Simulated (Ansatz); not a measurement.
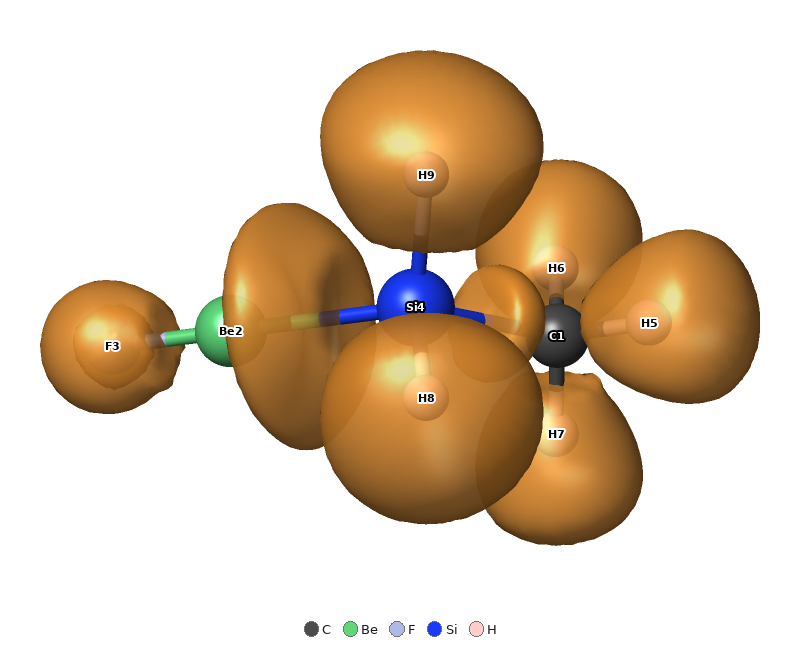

CH$_{5}$BeFSi. Isosurface of the electron localisation function at 0.8 (orange), seen from one side. Core shells and regions of very low density are left out.

Geometry: B3LYP-D3(BJ)/def2-SVP.

These are results of isolated molecule in a Gaussian basis; Kohn-Sham density functional theory, functional PBE0 in Ansatz 0.2.0, not measurements.

```xyz
9

C    -1.0540    0.7784    1.0295
Be   -1.2316   -1.6311    3.4241
F    -1.6688   -2.8948    3.8135
Si   -0.5556    0.3338    2.8084
H    -0.6893    1.7832    0.7637
H    -2.1492    0.7710    0.9125
H    -0.6305    0.0604    0.3096
H     0.9363    0.4188    2.9261
H    -1.1043    1.3748    3.7369
```

Identify the bonds, lone pairs and shells in this picture.

The ELF exceeds this value in one region between bonded Be–Si atoms (shared pairs), one region between bonded C–Si atoms (shared pairs), five regions around hydrogen nuclei and one region wrapped around F (its valence shell).

Values along the shortest contacts:
Be–F (1.39 Å): the ELF peaks at about 0.85 in the valence shell of F, 0.6 Å from its nucleus, and is about 0.80 at the midpoint. C–Si (1.90 Å): the ELF peaks at about 0.95 between the atoms; localised, covalent bonding.
